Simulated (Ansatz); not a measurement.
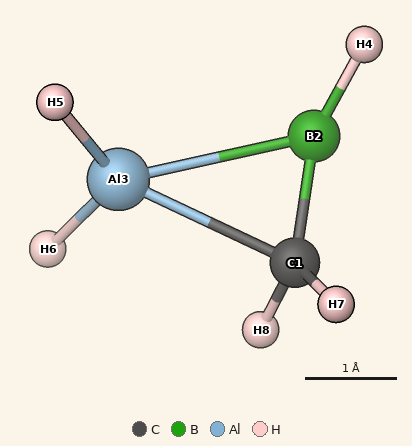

**Figure 1.** The structure as given in the input (ball-and-stick view, seen at a tilt; atoms are numbered from 1 in the order of the input). Sticks mark near contacts. Bond lengths as drawn: Al–B 2.23 Å, Al–C 2.17 Å, Al–H 1.60 Å, B–C 1.46 Å, B–H 1.21 Å and C–H 1.11 Å.

**Geometry relaxation, with input and output: CH₅AlB**

CH₅AlB, multiplicity 2, computed with UKS PBE0-D4/def2-TZVP (Ansatz 0.2.0).

Figures and captions count atoms from 1; the log counts them from 0 in places.

**What the program printed**
```
Functional definition: PBE0
  name "PBE0"
  cite "Adamo & Barone, J. Chem. Phys. 110, 6158 (1999) doi:10.1063/1.478522"
  cite "Perdew, Burke & Ernzerhof, Phys. Rev. Lett. 77, 3865 (1996) doi:10.1103/PhysRevLett.77.3865"
  parent pbe
  parameter a = 0.25
  parameter kappa = 0.804
  parameter beta = 0.06672455060314922
  exchange = (1 - a)*pbe_x(kappa = kappa, mu = beta*pi^2/3) + a*exact_x
  correlation = pbe_c(beta = beta)
848 factors; their error is unknown
mean field evaluation 1: about -8378.4361 eV, gradient 3.5e1 eV
mean field evaluation 2: about -8373.5390 eV, gradient 4.3e1 eV
mean field evaluation 4: about -8384.5072 eV, gradient 2.3e0 eV
mean field evaluation 8: about -8384.5504 eV, gradient 3.8e-2 eV
mean field evaluation 16: about -8384.5504 eV, gradient 1.1e-4 eV
mean field -8384.55041763 eV, -308.1265445956 hartree, gradient 3.3e-5 eV, S^2 0.753071; 0 other end points of the search recorded, 0 dependent functions left out
the calculation of the forces begins
reference -8384.55045400 eV, -308.1265459321 hartree; 15, 14 occupied and 114, 115 virtual orbitals, 848 factors
relax step   1: F+E_penalty+E_count = -8384.65063766 eV  Δ(F+E_penalty+E_count) = +0.000e0 eV  max|allowed force component| = 5.657e-1 eV/Å  Δτ_max = 0.0000 Å  (31 SCF iters, accepted)
these checks for a lower state are left out or cut short: starts, cluster_reference, orbital_swaps, neighbouring_geometries, increment
848 factors; their error is unknown
mean field -8384.57322956 eV, -308.1273829184 hartree, gradient 1.2e-5 eV, S^2 0.753030; 0 other end points of the search recorded, 0 dependent functions left out
the calculation of the forces begins
reference -8384.57326588 eV, -308.1273842533 hartree; 15, 14 occupied and 114, 115 virtual orbitals, 848 factors
relax step   2: F+E_penalty+E_count = -8384.67360792 eV  Δ(F+E_penalty+E_count) = -2.297e-2 eV  max|allowed force component| = 1.638e-1 eV/Å  Δτ_max = 0.0225 Å  (36 SCF iters, accepted)
these checks for a lower state are left out or cut short: starts, cluster_reference, orbital_swaps, neighbouring_geometries, increment
848 factors; their error is unknown
mean field evaluation 32: about -8384.5754 eV, gradient 1.2e-5 eV
mean field -8384.57539338 eV, -308.1274624373 hartree, gradient 1.2e-5 eV, S^2 0.753031; 0 other end points of the search recorded, 0 dependent functions left out
the calculation of the forces begins
reference -8384.57542967 eV, -308.1274637710 hartree; 15, 14 occupied and 114, 115 virtual orbitals, 848 factors
relax step   3: F+E_penalty+E_count = -8384.67583581 eV  Δ(F+E_penalty+E_count) = -2.228e-3 eV  max|allowed force component| = 2.307e-2 eV/Å  Δτ_max = 0.0121 Å  (36 SCF iters, accepted)
these checks for a lower state are left out or cut short: starts, cluster_reference, orbital_swaps, neighbouring_geometries, increment
848 factors; their error is unknown
mean field -8384.57534994 eV, -308.1274608408 hartree, gradient 1.1e-5 eV, S^2 0.753009; 0 other end points of the search recorded, 0 dependent functions left out
the calculation of the forces begins
reference -8384.57538624 eV, -308.1274621749 hartree; 15, 14 occupied and 114, 115 virtual orbitals, 848 factors
relax step   4: F+E_penalty+E_count = -8384.67577112 eV  Δ(F+E_penalty+E_count) = +6.470e-5 eV  max|allowed force component| = 3.204e-2 eV/Å  Δτ_max = 0.0121 Å  (37 SCF iters, rejected (line search))
these checks for a lower state are left out or cut short: starts, cluster_reference, orbital_swaps, neighbouring_geometries, increment
848 factors; their error is unknown
mean field -8384.57554715 eV, -308.1274680882 hartree, gradient 1.1e-5 eV, S^2 0.753036; 0 other end points of the search recorded, 0 dependent functions left out
the calculation of the forces begins
reference -8384.57558345 eV, -308.1274694223 hartree; 15, 14 occupied and 114, 115 virtual orbitals, 848 factors
relax step   5: F+E_penalty+E_count = -8384.67598139 eV  Δ(F+E_penalty+E_count) = -1.456e-4 eV  max|allowed force component| = 9.255e-3 eV/Å  Δτ_max = 0.0058 Å  (29 SCF iters, accepted)
these checks for a lower state are left out or cut short: starts, cluster_reference, orbital_swaps, neighbouring_geometries, increment
848 factors; their error is unknown
mean field -8384.57555270 eV, -308.1274682922 hartree, gradient 2.6e-5 eV, S^2 0.753038; 0 other end points of the search recorded, 0 dependent functions left out
the calculation of the forces begins
reference -8384.57558900 eV, -308.1274696261 hartree; 15, 14 occupied and 114, 115 virtual orbitals, 848 factors
relax step   6: F+E_penalty+E_count = -8384.67598159 eV  Δ(F+E_penalty+E_count) = -1.987e-7 eV  max|allowed force component| = 1.078e-2 eV/Å  Δτ_max = 0.0060 Å  (28 SCF iters, accepted)
these checks for a lower state are left out or cut short: starts, cluster_reference, orbital_swaps, neighbouring_geometries, increment
848 factors; their error is unknown
mean field -8384.57558225 eV, -308.1274693782 hartree, gradient 1.2e-5 eV, S^2 0.753038; 0 other end points of the search recorded, 0 dependent functions left out
the calculation of the forces begins
reference -8384.57561856 eV, -308.1274707126 hartree; 15, 14 occupied and 114, 115 virtual orbitals, 848 factors
relax step   7: F+E_penalty+E_count = -8384.67600497 eV  Δ(F+E_penalty+E_count) = -2.338e-5 eV  max|allowed force component| = 8.551e-3 eV/Å  Δτ_max = 0.0026 Å  (28 SCF iters, accepted)
these checks for a lower state are left out or cut short: starts, cluster_reference, orbital_swaps, neighbouring_geometries, increment
848 factors; their error is unknown
mean field -8384.57558095 eV, -308.1274693305 hartree, gradient 8.0e-6 eV, S^2 0.753039; 0 other end points of the search recorded, 0 dependent functions left out
the calculation of the forces begins
reference -8384.57561726 eV, -308.1274706647 hartree; 15, 14 occupied and 114, 115 virtual orbitals, 848 factors
relax step   8: F+E_penalty+E_count = -8384.67600830 eV  Δ(F+E_penalty+E_count) = -3.327e-6 eV  max|allowed force component| = 2.424e-3 eV/Å  Δτ_max = 0.0015 Å  (28 SCF iters, accepted)
848 factors; their error is unknown
mean field evaluation 64: about -8384.5676 eV, gradient 1.6e-1 eV
```

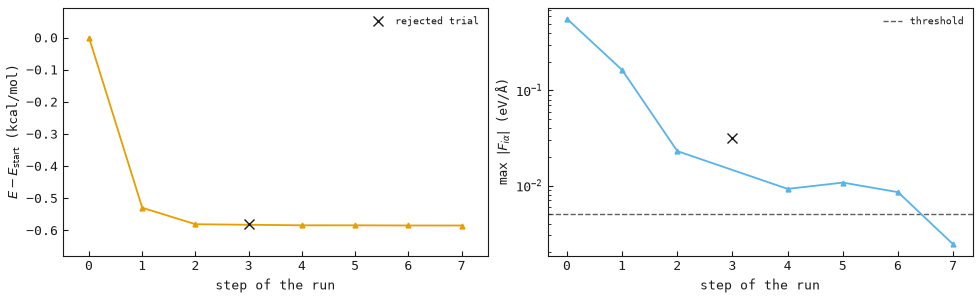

**Figure 2.** Progress of the relaxation, step by step (the first geometry is step 0 here and step 1 in the log).

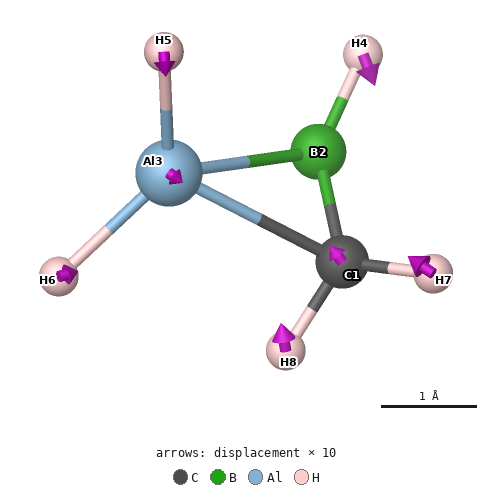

**Figure 3.** The starting structure with the displacements as pink arrows, magnified 10 times (ball-and-stick view, seen at a tilt). The two geometries are laid on each other by the best rigid fit. Over 7 geometry steps the energy falls by 0.59 kcal/mol. The largest force component goes from 0.57 to 0.0024 eV/Å. The line search rejected the trial step at point 3 (counted from 0) and went back. The largest move after the best rigid fit is that of H4, 0.036 Å. Largest moves by element: H 0.036 Å, C 0.022 Å, Al 0.019 Å, B 0.005 Å. Distances before and after: C1–Al3 2.172 → 2.138 Å, B2–H4 1.207 → 1.185 Å, C1–H7 1.110 → 1.091 Å, Al3–H5 1.599 → 1.585 Å. (Atoms are counted from 1 in the order of the input.)

```
mean field -8384.57558095 eV, -308.1274693305 hartree, gradient 8.2e-6 eV, S^2 0.753039; 1 other end points of the search recorded, 0 dependent functions left out
the calculation of the forces begins
reference -8384.57561726 eV, -308.1274706647 hartree; 15, 14 occupied and 114, 115 virtual orbitals, 848 factors
Total energy: -8384.67604460 eV, -308.1311613015 hartree
Atom 0 at     0.362294    -0.818936     0.140860 Å, force    -0.001395     0.001552     0.001700 eV/Å
Atom 1 at    -0.138648    -0.426604    -1.157443 Å, force    -0.000781    -0.000218    -0.000186 eV/Å
Atom 2 at    -0.505209     1.118815     0.394319 Å, force     0.000011    -0.000291    -0.002424 eV/Å
Atom 3 at     0.163166    -0.290096    -2.295718 Å, force     0.000015     0.000228    -0.000592 eV/Å
Atom 4 at     0.206559     2.490581     0.044312 Å, force     0.000180    -0.000201     0.000913 eV/Å
Atom 5 at    -1.679231     0.973613     1.444660 Å, force     0.000213    -0.000104     0.000654 eV/Å
Atom 6 at     1.405174    -1.105433     0.287873 Å, force     0.000947    -0.000591     0.000693 eV/Å
Atom 7 at    -0.284610    -1.119814     0.968349 Å, force     0.000810    -0.000376    -0.000758 eV/Å
Dipole moment:     0.132658    -0.175624     0.037487 e Å
```

**Trajectory as extended XYZ (Å, eV, eV/Å), 8 frames, from step=1 to step=8**
```
8
Properties=species:S:1:pos:R:3:forces:R:3 step=1 energy=-8384.65064
C     0.3684   -0.8382    0.1483    0.0334  -0.0183  -0.0226
B    -0.1342   -0.4288   -1.1588    0.2283  -0.0080   0.0332
Al   -0.5180    1.1305    0.3877    0.0452  -0.0514   0.0390
H     0.1578   -0.2624   -2.3178   -0.0860  -0.0975   0.4892
H     0.2086    2.5078    0.0244   -0.0991  -0.1587   0.0484
H    -1.6917    0.9859    1.4599    0.1403   0.0205  -0.1304
H     1.4295   -1.1262    0.3000   -0.5657   0.1629  -0.0694
H    -0.2909   -1.1466    0.9834    0.3035   0.1505  -0.3874
8
Properties=species:S:1:pos:R:3:forces:R:3 step=2 energy=-8384.67361
C     0.3638   -0.8319    0.1425    0.0029   0.0473  -0.0019
B    -0.1355   -0.4274   -1.1561    0.0632  -0.0006   0.0060
Al   -0.5110    1.1240    0.3892    0.0252  -0.0671  -0.0022
H     0.1621   -0.2738   -2.2992   -0.0196  -0.0301   0.1346
H     0.2021    2.4953    0.0327   -0.0094  -0.0214   0.0043
H    -1.6764    0.9817    1.4518    0.0163  -0.0016  -0.0159
H     1.4130   -1.1114    0.2962   -0.1638   0.0342  -0.0266
H    -0.2886   -1.1343    0.9701    0.0852   0.0392  -0.0982
8
Properties=species:S:1:pos:R:3:forces:R:3 step=3 energy=-8384.67584
C     0.3625   -0.8226    0.1413   -0.0207   0.0146   0.0014
B    -0.1359   -0.4255   -1.1556   -0.0044   0.0042  -0.0098
Al   -0.5094    1.1204    0.3907    0.0200  -0.0231   0.0048
H     0.1656   -0.2811   -2.2926    0.0025  -0.0039  -0.0087
H     0.2030    2.4900    0.0349   -0.0029   0.0062   0.0014
H    -1.6743    0.9742    1.4508   -0.0038   0.0021  -0.0020
H     1.4043   -1.1104    0.2909    0.0141   0.0035   0.0000
H    -0.2864   -1.1229    0.9668   -0.0048  -0.0035   0.0129
8
Properties=species:S:1:pos:R:3:forces:R:3 step=4 energy=-8384.67577 accepted=F
C     0.3614   -0.8210    0.1413    0.0242   0.0212   0.0086
B    -0.1360   -0.4234   -1.1561   -0.0320  -0.0234  -0.0215
Al   -0.5054    1.1202    0.3944   -0.0065  -0.0084   0.0008
H     0.1607   -0.2917   -2.2961    0.0128   0.0136   0.0012
H     0.2073    2.4911    0.0434    0.0032   0.0010   0.0015
H    -1.6795    0.9762    1.4446    0.0005  -0.0010   0.0026
H     1.4055   -1.1017    0.2891    0.0084  -0.0154   0.0010
H    -0.2846   -1.1275    0.9667   -0.0106   0.0123   0.0057
8
Properties=species:S:1:pos:R:3:forces:R:3 step=5 energy=-8384.67598
C     0.3617   -0.8210    0.1410    0.0067   0.0067   0.0029
B    -0.1370   -0.4261   -1.1569   -0.0093  -0.0007  -0.0084
Al   -0.5062    1.1185    0.3926    0.0001   0.0020   0.0047
H     0.1642   -0.2860   -2.2949    0.0034  -0.0023  -0.0008
H     0.2043    2.4904    0.0405    0.0012  -0.0002   0.0000
H    -1.6763    0.9742    1.4473   -0.0013  -0.0011  -0.0006
H     1.4045   -1.1067    0.2895    0.0018  -0.0023   0.0000
H    -0.2857   -1.1212    0.9681   -0.0027  -0.0021   0.0022
8
Properties=species:S:1:pos:R:3:forces:R:3 step=6 energy=-8384.67598
C     0.3620   -0.8191    0.1401   -0.0084   0.0025   0.0108
B    -0.1402   -0.4266   -1.1574    0.0091  -0.0022  -0.0078
Al   -0.5063    1.1188    0.3939    0.0051  -0.0002  -0.0008
H     0.1652   -0.2916   -2.2950   -0.0068   0.0030  -0.0030
H     0.2070    2.4902    0.0458   -0.0006   0.0017  -0.0006
H    -1.6797    0.9742    1.4450   -0.0005  -0.0017  -0.0006
H     1.4052   -1.1051    0.2859    0.0000   0.0003   0.0012
H    -0.2838   -1.1186    0.9689    0.0021  -0.0035   0.0008
8
Properties=species:S:1:pos:R:3:forces:R:3 step=7 energy=-8384.67600
C     0.3622   -0.8185    0.1410    0.0031  -0.0003  -0.0086
B    -0.1390   -0.4274   -1.1578    0.0009   0.0024   0.0085
Al   -0.5054    1.1190    0.3938   -0.0001  -0.0020   0.0016
H     0.1629   -0.2908   -2.2959    0.0005  -0.0004  -0.0028
H     0.2071    2.4909    0.0457   -0.0001  -0.0008  -0.0013
H    -1.6793    0.9739    1.4444    0.0001  -0.0002  -0.0010
H     1.4053   -1.1047    0.2879   -0.0002   0.0007  -0.0003
H    -0.2843   -1.1203    0.9681   -0.0041   0.0005   0.0039
8
Properties=species:S:1:pos:R:3:forces:R:3 step=8 energy=-8384.67601
C     0.3623   -0.8189    0.1409   -0.0014   0.0016   0.0017
B    -0.1386   -0.4266   -1.1574   -0.0008  -0.0002  -0.0002
Al   -0.5052    1.1188    0.3943    0.0000  -0.0003  -0.0024
H     0.1632   -0.2901   -2.2957    0.0000   0.0002  -0.0006
H     0.2066    2.4906    0.0443    0.0002  -0.0002   0.0009
H    -1.6792    0.9736    1.4447    0.0002  -0.0001   0.0007
H     1.4052   -1.1054    0.2879    0.0009  -0.0006   0.0007
H    -0.2846   -1.1198    0.9683    0.0008  -0.0004  -0.0008
```

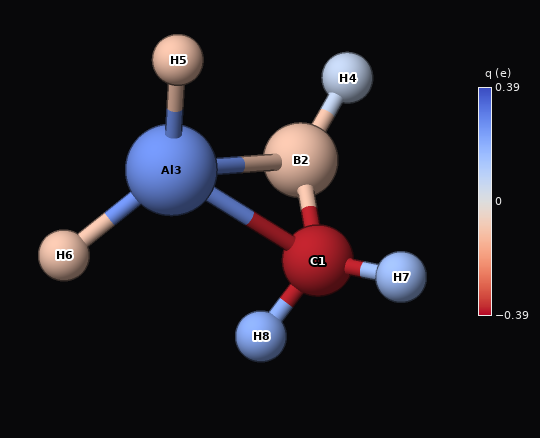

**Figure 4.** Mulliken charges, as the colour of each atom (ball-and-stick view, seen at a tilt; atoms are numbered from 1 in the order of the input). By element: C −0.37, B −0.09, Al +0.25 and H −0.10 to +0.19 e.

The run was set up as follows.

**Input**
```yaml
crystal:
  periodic: [false, false, false]
  atoms:
    - {symbol: C, position_ang: [0.368401, -0.838167, 0.148292]}
    - {symbol: B, position_ang: [-0.134157, -0.428761, -1.158770]}
    - {symbol: Al, position_ang: [-0.518040, 1.130549, 0.387706]}
    - {symbol: H, position_ang: [0.157804, -0.262422, -2.317772]}
    - {symbol: H, position_ang: [0.208645, 2.507793, 0.024421]}
    - {symbol: H, position_ang: [-1.691714, 0.985947, 1.459854]}
    - {symbol: H, position_ang: [1.429484, -1.126238, 0.300032]}
    - {symbol: H, position_ang: [-0.290929, -1.146574, 0.983449]}
basis:
  gaussian: {orbitals: def2-TZVP}
magnetization: {spin_polarized: true, initial_magnetization: 1}
hamiltonian: {xc: pbe0, dispersion: d4}
relax: {f_tol: 0.005, max_steps: 200}
```

Command:
```bash
ansatz run in.yaml --threads 2 --pin off --events-out ev --progress --plain --max-ram 4352MiB
```

**Key numbers**

```csv
quantity,value
outcome,converged
total energy,−8384.6760 eV
mean-field energy,−8384.5756 eV
dispersion energy,−0.1004 eV
⟨S²⟩,0.753
SCF solution under orbital rotations,stable
largest force (length of the vector) at the end,0.003 eV/Å
dipole moment,1.07 D
hardware,"2 threads of Intel Xeon @ 2.50GHz, 11 GiB of memory available, shared host"
wall time,28 s (CPU time 54 s)
peak memory,0.28 GiB
```
